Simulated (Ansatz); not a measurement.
Starting cell, Li (bcc, W type):

```
Li
1.0
   -3.43518     3.43518     3.43518
    1.71759    -1.71759     1.71759
    1.71759     1.71759    -1.71759
Li
2
Direct
  0.00000   0.00000   0.00000
  0.50000   0.00000   0.00000
```

The atoms are displaced by Q × the pattern below (from a DFPT mode at N = (0.5, 0.0, 0.0), largest move 1; Q in Å), at fixed cell. (q is in reciprocal vectors of the primitive cell; the cell shown is doubled to hold the pattern.)

```
atom      x       y       z
----  -----  ------  ------
Li1   0.000  -0.707  -0.707
Li2   0.000   0.707   0.707
```

All values below come from PBE (plane waves to 420 eV, PAW, scalar-relativistic; Ansatz, a quantum-chemistry and plane-wave program). k mesh 19×19×19 (Γ-centred), Fermi-Dirac smearing 0.05 eV. The energy includes the smearing's −TS. With partly filled bands, energies and forces of such displacements shift with the k mesh and the smearing. Li was relaxed with its symmetry unable to fall. ΔE is measured from the undisplaced structure.

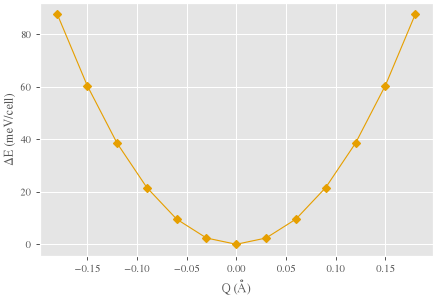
Figure: ΔE (meV/cell) against Q (Å); markers are the computed points, lines only join them.

Q: What is the energy change at Q = 0.180 Å?

A: About 88 meV/cell.

Q: What harmonic wavenumber does the curvature at Q = 0 give?

A: About 320 cm⁻¹.

(For displaced atoms, the force is minus the slope of the energy, and its curvature is a force constant, which sets phonon frequencies.)
